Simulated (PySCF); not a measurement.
System: C3H13B2NSi (SMILES BCB(N)[SiH](C)C).

The calculation's input:

```
{"job": {"kind": "nmr", "xc": "PBE0", "basis": "pcSseg-1"}, "charge": 0, "multiplicity": 1}
B     -1.926824     1.420257    -0.399269
C     -1.785324     0.464217     0.820550
B     -0.850892    -0.757589     0.357131
N     -1.480456    -1.950401     0.046532
Si     1.101733    -0.578852     0.167736
C      1.571206    -0.254126    -1.661269
C      1.872263     0.849500     1.177560
H     -2.831670     1.316520    -1.137921
H     -1.111817     2.234050    -0.616652
H     -2.746130     0.080831     1.166435
H     -1.291119     0.959302     1.656497
H     -0.996500    -2.782755    -0.248227
H     -2.479900    -2.082047     0.082775
H      1.877256    -1.795142     0.547419
H      1.075301     0.638476    -2.033167
H      2.640556    -0.114270    -1.786507
H      1.271286    -1.081346    -2.298692
H      1.411220     1.797981     0.916805
H      1.736335     0.702764     2.245321
H      2.938328     0.943308     0.993907
```

Launched as:

```sh
OMP_NUM_THREADS=1 python probes_run.py task.json out
```

Geometry: GFN2-xTB.

Level of theory: PBE0/pcSseg-1, SCF density, gas phase, non-relativistic (PySCF 2.14.0).

> What will maps of the electron density and electron localisation function show?

B–N (1.38 Å): the density is about 2 e/Å³ at the midpoint; the ELF peaks at about 0.90 between the atoms; a polar covalent bond.
Si–B (1.97 Å): ρ is about 0.84 e/Å³ halfway; the ELF peaks at about 1 between the atoms; a covalent bond.
N–H (1.01 Å): ρ at the midpoint is about 2.9 e/Å³; the ELF climbs to about 1 towards the hydrogen, as it does in any bond to H; an ordinary covalent bond to hydrogen.
C–B (1.61 Å): ρ at the midpoint is about 1.2 e/Å³; the ELF peaks at about 0.95 between the atoms, as expected for a shared electron pair.

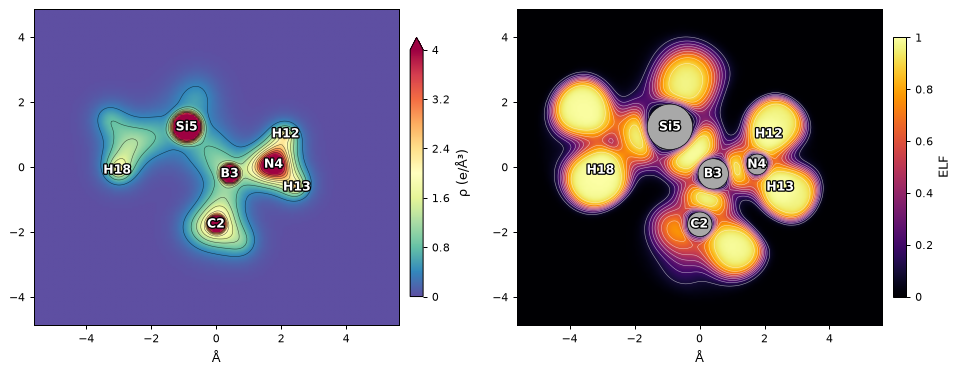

Computed electron density and electron localisation function on the plane of atoms B3, N4 and H13, in this order. Grey discs cover the atomic cores in the ELF map. 
